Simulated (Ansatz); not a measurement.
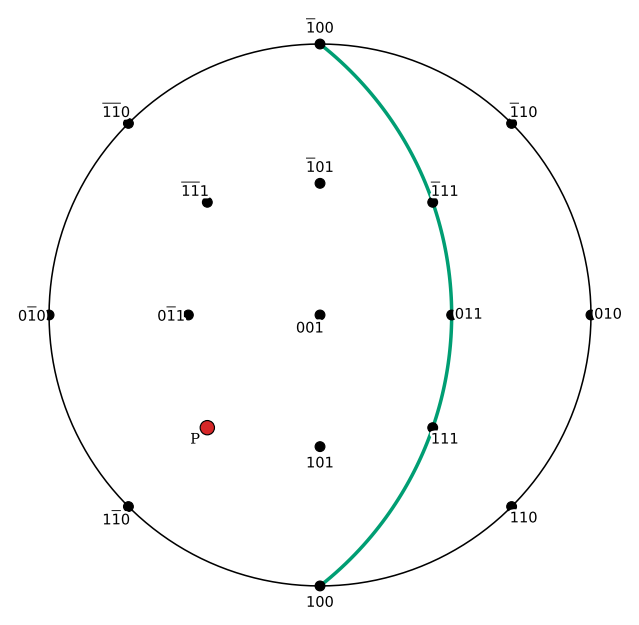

Crystal: SnO, a calculation's input that goes back to an entry of the Crystallography Open Database (an earlier step may have relaxed or displaced it). Stereographic projection of plane normals (upper hemisphere) centred on (0 0 1). The drawing is computed from the coordinates (standard cell, symmetry found to 0.002 Å).

a = 3.802 Å, b = 3.802 Å, c = 4.836 Å, α = 90.00°, β = 90.00°, γ = 90.00°.

Index the pole marked P.

Answer. P is (1 −1 1), 60.9° from the centre.

Which zone does the coloured great circle trace?

Answer. The zone [0 1 −1]: its poles satisfy k − l = 0.

What is the angle between the normals of (−1 −1 1) and (−1 0 0), and what are their d_hkl = 1/|g|?

Answer. 51.8°; d = 2.350 Å and 3.802 Å.
